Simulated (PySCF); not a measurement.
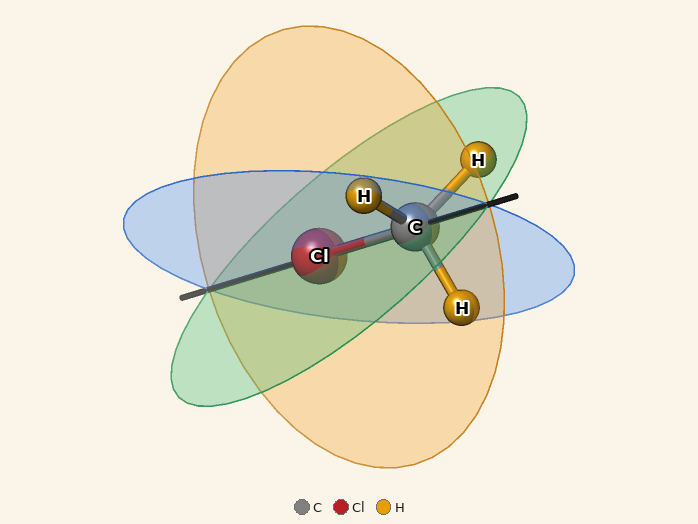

All proper rotation axes (lines) and mirror planes (discs) of the structure are drawn in. Distant atoms are faded towards the background colour. The computed structure is the end point of a PBE0-D3(BJ)/def2-SVP optimisation. No frequency run is at hand to confirm it as a minimum.

Question: Name the symmetry elements and the point group.

Answer: It has 1 C3 axis and 3 mirror planes. Point group C3v. The group has 6 operations. The geometry is achiral, and symmetry allows a dipole moment.
